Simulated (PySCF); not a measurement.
C₄H₁₁N₂PSi

The calculation's input:

```
{"job": {"kind": "nmr", "xc": "PBE0", "basis": "pcSseg-1"}, "charge": 0, "multiplicity": 1}
C      1.310219     0.871222    -2.575967
C      0.764220    -0.154471    -1.946761
C     -0.580869    -0.140944    -1.324722
Si    -0.382556     0.060788     0.562332
N      0.336836     1.612516     0.805812
P     -2.351241    -0.118354     1.669950
N      0.684680    -1.212395     1.103267
C      0.411872    -2.151124     1.880181
H      2.303540     0.825693    -2.988652
H      0.775077     1.796768    -2.715581
H      1.323981    -1.069743    -1.812972
H     -1.110908    -1.067393    -1.538766
H     -1.171914     0.688502    -1.707983
H      0.597421     1.900076     1.735387
H      1.046913     1.891579     0.146716
H     -2.778088     1.155920     1.361717
H     -1.794714     0.298020     2.866018
H      1.180792    -2.873990     2.136268
H     -0.575062    -2.303419     2.336297
```

Run with:

```sh
OMP_NUM_THREADS=1 python probes_run.py task.json out
```

Geometry: GFN2-xTB.

Computed with PySCF, PBE0/pcSseg-1, SCF density, gas phase, non-relativistic.

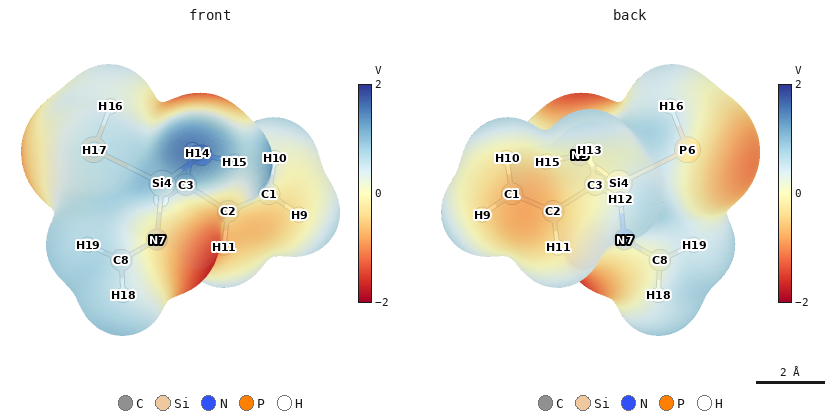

Figure 1. The molecular electrostatic potential painted on the density surface at 0.002 e/bohr³, seen from the front and from behind; the colour scale runs from red (negative) to blue (positive).

Which sites attract a positive test charge, and which a negative one?

Answer. A positive charge is drawn to the negative regions and a negative charge to the positive ones. The most negative region (about −1.6 V) lies over N7, the most positive (about +1.6 V) over H14. N7 is the likeliest acceptor of a hydrogen bond.

How polar is the molecule by this calculation?

Answer. Its dipole moment is 1.20 D.

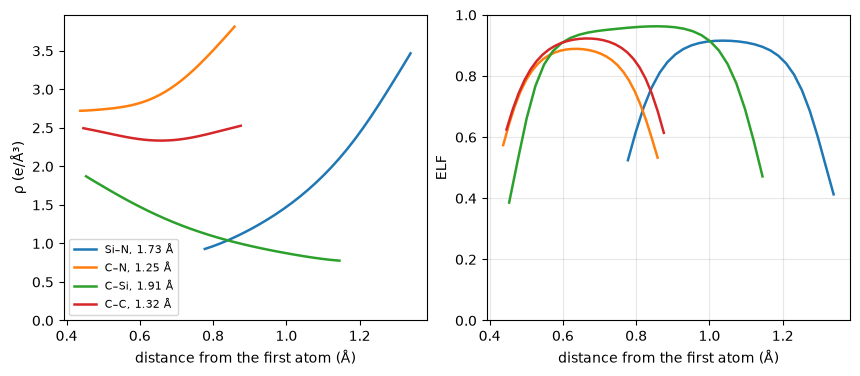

Figure 2. Total electron density and electron localisation function along straight lines between neighbouring atoms. The curves leave out the atomic cores.

Compare the contacts.

Answer. Si–N (1.73 Å): ρ is about 1.1 e/Å³ halfway; the ELF peaks at about 0.90 between the atoms (a polar covalent bond).
C–N (1.25 Å): the density is about 2.9 e/Å³ at the midpoint; the ELF peaks at about 0.90 between the atoms (a short, multiple covalent bond).
C–Si (1.91 Å): ρ is about 0.91 e/Å³ halfway; the ELF peaks at about 0.95 between the atoms (a shared electron pair).
C–C (1.32 Å): ρ is about 2.3 e/Å³ halfway; the ELF peaks at about 0.90 between the atoms: a short, multiple covalent bond.
